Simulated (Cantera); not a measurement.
Input: 1 mol Si, 3.5 mol HCl, 14 mol H2, at 1.00 bar.

Cantera equilibrium calculation (NASA polynomials, part measured and part estimated; ideal gas, pure solids and liquids). Candidate condensed phases: Si; 19 gas species. The tables' values for SiCl3 are old estimates; treat these amounts as uncertain. Equilibrium is a limit: real reactors are often held back by kinetics, nucleation or transport.

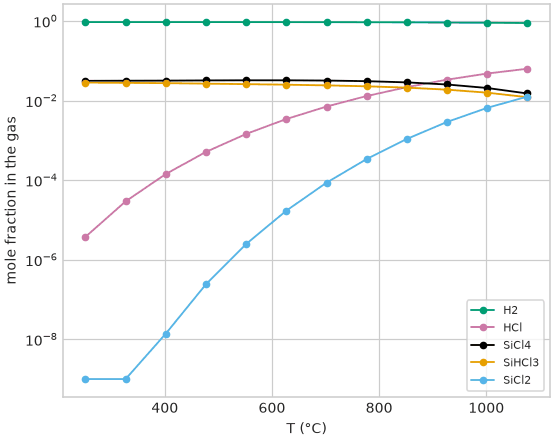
*Equilibrium gas composition (values under 1e-9 drawn at 1e-9)*

From 252 °C to 327 °C nothing is condensed. From 402 °C to 1077 °C the condensed part is Si(s). The main Si-bearing gas is SiCl4 throughout.
